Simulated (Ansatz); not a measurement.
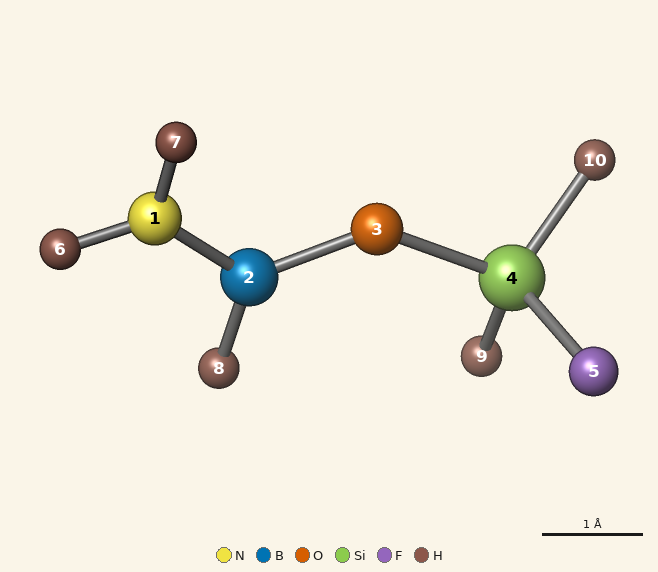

The atoms are numbered. The geometry was computed by an optimisation with PBE0-D4/def2-TZVP. No frequency run is at hand to confirm it as a minimum.

Which atoms are bonded, and how long are the bonds?

```
   bond  length (Å)   order
  N1–B2       1.392  single
  N1–H6       1.003  single
  N1–H7       1.006  single
  B2–O3       1.377  single
  B2–H8       1.200  single
 O3–Si4       1.625  single
 Si4–F5       1.594  single
 Si4–H9       1.480  single
Si4–H10       1.476  single
```
